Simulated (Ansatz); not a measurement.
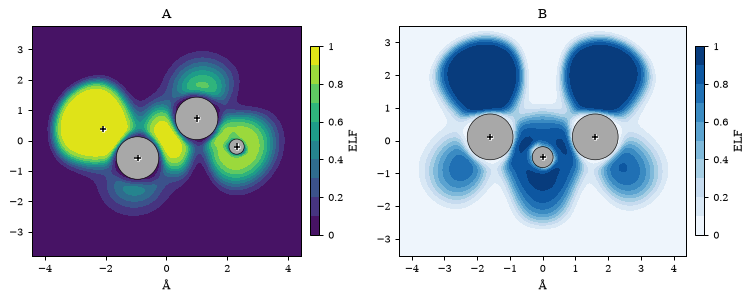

The ELF of 2 systems, each on a plane through atoms (crosses mark nuclei in the plane; grey discs cover the cores).

Level of theory: Ansatz 0.2.0, UKS PBE0-D4/def2-TZVPP.

System 1: H6NSi2 (SMILES [SiH3][N][SiH3]) (doublet), the plane of atoms Si1, N2 and Si3. Geometry: PBE0-D4/def2-TZVP.

```xyz
9

Si   -0.7740    1.0945   -0.8840
N     0.2244    0.4778    0.3740
Si    0.7652   -1.0552    0.9373
H    -1.6644    0.0943   -1.5382
H     0.1633    1.6471   -1.9017
H    -1.6079    2.1927   -0.3295
H     2.1875   -1.1611    0.5070
H     0.0118   -2.2293    0.4129
H     0.6942   -1.0609    2.4220
```

System 2: FH4Si2 (SMILES F[SiH][SiH3]) (doublet), the plane of atoms Si2, Si3 and H5. Geometry: PBE0-D4/def2-TZVP.

```xyz
7

F    -0.4360   -2.0045    1.2769
Si   -0.2845   -1.3616   -0.1917
Si    0.4657    0.8520   -0.0650
H    -1.6061   -1.5164   -0.8690
H     0.5413    1.3524   -1.4637
H    -0.4401    1.7308    0.7250
H     1.8211    0.8792    0.5419
```

Q: Which map belongs to which system?

A: Panel A is system 2, FH4Si2: the plane holds F, Si and H. Si–F (1.61 Å): the ELF peaks at about 0.85 in the valence shell of F, 0.6 Å from its nucleus, and is about 0.45 at the midpoint. Panel B is system 1, H6NSi2: the plane holds Si and N. Si–N (1.72 Å): the ELF peaks at about 0.90 between the atoms; a polar covalent bond.
